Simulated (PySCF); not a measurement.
CH7BGeO2, SMILES OB(O)[CH2][GeH3] at its PBE0/def2-SVP optimised geometry (Å):

```
12

Ge    -1.1852     1.4892     1.8273
C     -0.8067     0.8711     0.0000
B      0.0450    -0.4625     0.0000
O      1.4074    -0.4625     0.0000
O     -0.5289    -1.6975     0.0390
H     -2.0175     2.7864     1.7944
H     -1.9763     0.4125     2.5962
H      0.1333     1.7650     2.5766
H     -0.2892     1.6975    -0.5145
H     -1.7813     0.7425    -0.4990
H      1.7813     0.4211    -0.0220
H     -1.4880    -1.6644     0.0456
```

Calculation: PySCF with PBE0/def2-TZVP.

Map of the deformation density (molecule minus spherical neutral atoms) (e/bohr³) on the plane z = 1.0 Å:

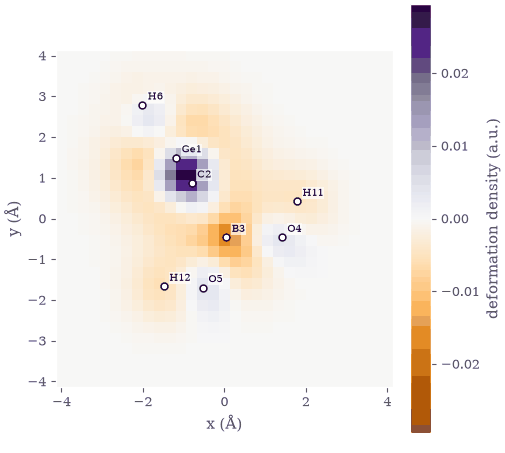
Fig. 1. Deformation density (molecule minus spherical neutral atoms) (e/bohr³) on the plane z = 1.0 Å.
